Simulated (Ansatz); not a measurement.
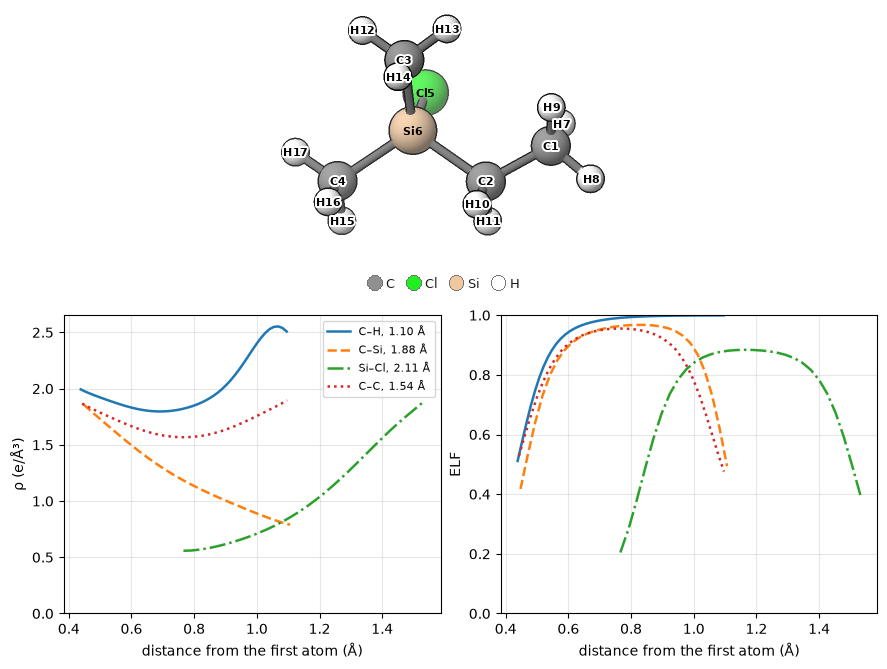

Figure 1: C₄H₁₁ClSi (SMILES CC[Si](C)(C)Cl). Electron density and electron localisation function along straight lines between neighbouring atoms. The curves leave out the atomic cores. The structure is drawn too.

Geometry: B3LYP/6-31G*.

Theory: isolated molecule in a Gaussian basis; Kohn-Sham density functional theory, functional PBE0 in Ansatz 0.2.0.

The calculation's input:

```
basis:
  gaussian: {orbitals: def2-SVPD}
crystal:
  periodic: [false, false, false]
  atoms:
    - {symbol: C, position_ang: [-2.624429, 0.928668, -1.098904]}
    - {symbol: C, position_ang: [-1.327870, 1.355546, -1.809328]}
    - {symbol: C, position_ang: [0.507867, -0.602214, -0.192296]}
    - {symbol: C, position_ang: [1.537391, 0.703111, -2.822554]}
    - {symbol: Cl, position_ang: [-0.717153, -1.587832, -2.998223]}
    - {symbol: Si, position_ang: [0.035005, 0.049041, -1.894891]}
    - {symbol: H, position_ang: [-3.082419, 0.065589, -1.593907]}
    - {symbol: H, position_ang: [-3.361486, 1.740370, -1.097114]}
    - {symbol: H, position_ang: [-2.439737, 0.651867, -0.054355]}
    - {symbol: H, position_ang: [-0.898375, 2.236673, -1.307972]}
    - {symbol: H, position_ang: [-1.551628, 1.677718, -2.835529]}
    - {symbol: H, position_ang: [1.281111, -1.374624, -0.267740]}
    - {symbol: H, position_ang: [-0.353554, -1.039587, 0.323689]}
    - {symbol: H, position_ang: [0.901404, 0.208541, 0.434377]}
    - {symbol: H, position_ang: [1.267383, 1.038542, -3.829923]}
    - {symbol: H, position_ang: [1.978229, 1.555463, -2.289714]}
    - {symbol: H, position_ang: [2.309346, -0.068078, -2.920390]}
hamiltonian: {xc: {name: PBE0}}
output: {forces: true, orbitals: {seedname: orbitals}}
```

Run with:

```sh
ansatz run input.yaml --threads 2 --pin off --max-ram 4350MiB --events-out events.jsonl --progress --plain --runs-dir runs
```

Compare the contacts.

C–H (1.10 Å): ρ at the midpoint is about 1.9 e/Å³; the ELF climbs to about 1 towards the hydrogen, as it does in any bond to H: an ordinary covalent bond to hydrogen.
C–Si (1.88 Å): ρ at the midpoint is about 0.96 e/Å³; the ELF peaks at about 0.95 between the atoms, as expected for a covalent bond.
Si–Cl (2.11 Å): ρ is about 0.78 e/Å³ halfway; the ELF peaks at about 0.90 between the atoms (a shared but strongly polarised pair).
C–C (1.54 Å): ρ is about 1.6 e/Å³ halfway; the ELF peaks at about 0.95 between the atoms (localised, covalent bonding).
